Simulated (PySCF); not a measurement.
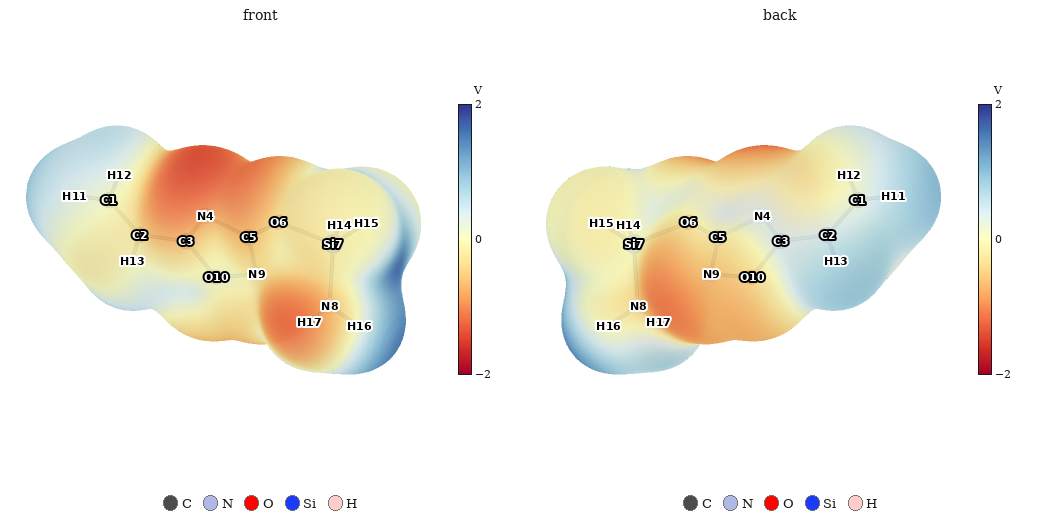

*C4H7N3O2Si. The electrostatic potential painted on the density surface at 0.001 e/bohr³, seen from the front and from behind; the colour scale runs from red (negative) to blue (positive).*

Geometry: GFN2-xTB.

Method: PBE0/pcSseg-1, SCF density, gas phase, non-relativistic in PySCF 2.14.0.

Input

```
{"job": {"kind": "nmr", "xc": "PBE0", "basis": "pcSseg-1"}, "charge": 0, "multiplicity": 1}
C     -3.880739     0.042816     0.392560
C     -2.965498    -0.868281     0.083962
C     -1.567958    -0.538905    -0.041611
N     -0.998833     0.623229     0.113935
C      0.317405     0.355237    -0.111141
O      1.224743     1.273486    -0.037979
Si     2.850282     1.115094    -0.313936
N      3.387399    -0.302674     0.485607
N      0.543259    -0.908180    -0.393178
O     -0.685744    -1.499904    -0.349779
H     -4.922286    -0.211031     0.485823
H     -3.594807     1.067400     0.556420
H     -3.206237    -1.907083    -0.088359
H      3.327006     2.294133     0.390401
H      3.023627     1.164191    -1.768857
H      4.355176    -0.574533     0.445780
H      2.786206    -1.112966     0.439367
```

Command:

```sh
OMP_NUM_THREADS=1 python probes_run.py task.json out
```

Question: Which sites attract a positive test charge, and which a negative one?

Answer: A positive charge is drawn to the negative regions and a negative charge to the positive ones. The most negative region (about −1.4 V) lies over N4, the most positive (about +1.5 V) over Si7 and H16. N4 is the likeliest acceptor of a hydrogen bond.
